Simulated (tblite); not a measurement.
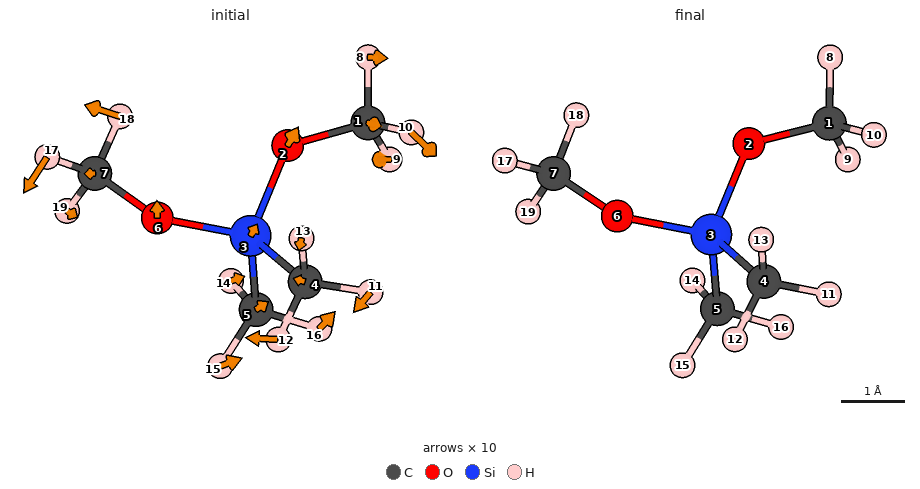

The structure of C4H12O2Si before (left) and after (right) a relaxation, at one scale. The orange arrows give the displacements, 10 times their true length.

A ball-and-stick model, seen at a tilt.

Theory: GFN2-xTB geometry optimisation, gas phase (tblite 0.8.0). 

> Summarise the run.

H10 moves most after the best rigid fit: 0.083 Å. By element the largest moves are H 0.083 Å, O 0.042 Å, C 0.034 Å, Si 0.025 Å. Some distances before and after: C4–H12 1.069 → 1.084 Å, Si3–O6 1.610 → 1.623 Å, Si3–C4 1.909 → 1.896 Å, C1–H10 1.103 → 1.093 Å. After 36 geometry steps the energy has fallen by 0.52 kcal/mol.
